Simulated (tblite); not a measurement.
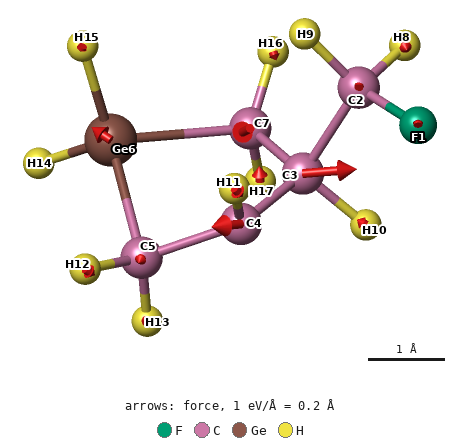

Starting geometry of C$_{5}$H$_{10}$FGe (multiplicity 2) with the computed forces as red arrows. The picture is a ball-and-stick view, seen from a free direction.

The calculation used tblite, GFN2-xTB geometry optimisation, gas phase. 

**Is this structure relaxed? If not, where do the atoms go?**

It isn't relaxed: the largest force vector, on C3, is 3.73 eV/Å. The final displacements have little in common with the starting forces (cosine between the two patterns 0.11). Over 150 geometry steps the energy falls by 0.657 eV. The largest move after the best rigid fit is that of H11, 2.25 Å. Largest moves by element: H 2.25 Å, C 0.59 Å, F 0.49 Å, Ge 0.13 Å. Some distances before and after: C3–C7 1.471 → 1.542 Å, C5–Ge6 1.952 → 1.999 Å, Ge6–C7 1.941 → 1.986 Å, C3–C4 1.445 → 1.485 Å. Among the angles between lasting bonds that change: C5–C4–H11 110.8° → 121.9°, Ge6–C5–H13 105.8° → 115.2°, H14–Ge6–H15 114.4° → 106.5°. Cost: 1.1 s on 1 thread of Arm Neoverse V1, on a shared host.
